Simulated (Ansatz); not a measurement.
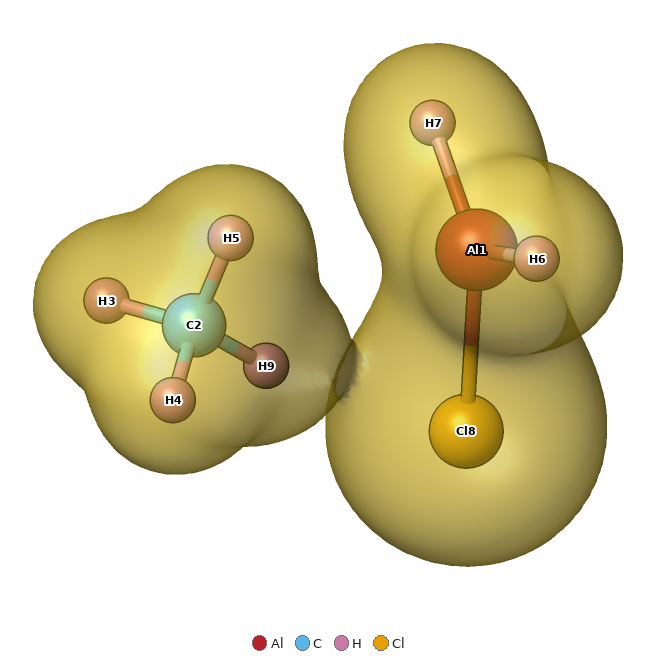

The picture shows: AlClH₂···CH₄. Isosurface of the total electron density at 0.1 e/Å³ (yellow), seen at a tilt.

Not at a stationary point (largest force 0.9 eV/Å).

Computed with RKS PBE0-D4/def2-SVPD (Ansatz 0.2.0).

```xyz
9

Al   -0.0593   -0.5000   -0.4619
C    -0.0387   -0.1734    2.6844
H    -0.9535   -0.0921    3.2846
H     0.8234   -0.4038    3.3230
H     0.1427    0.7823    2.1664
H     1.4047    0.0543   -0.6416
H    -1.4025    0.2990   -0.6650
Cl   -0.2531   -2.6429   -0.0199
H    -0.1660   -1.0117    1.9742
```

### What does this surface tell about the bonding?

At this value the surface is in one piece. It bridges the sampled Al–Cl (2.20 Å), C–H (1.10 Å) and Al–H (1.58 Å) contacts, where the density stays above the isovalue. It is pinched off along the sampled Al···H (2.49 Å) contacts. On the grid the lowest density along these lines, outside the cores, is 0.08 e/Å³ (Al···H, 2.49 Å), 0.4 e/Å³ (Al–Cl, 2.20 Å), 1.8 e/Å³ (C–H, 1.10 Å) and 0.55 e/Å³ (Al–H, 1.58 Å).
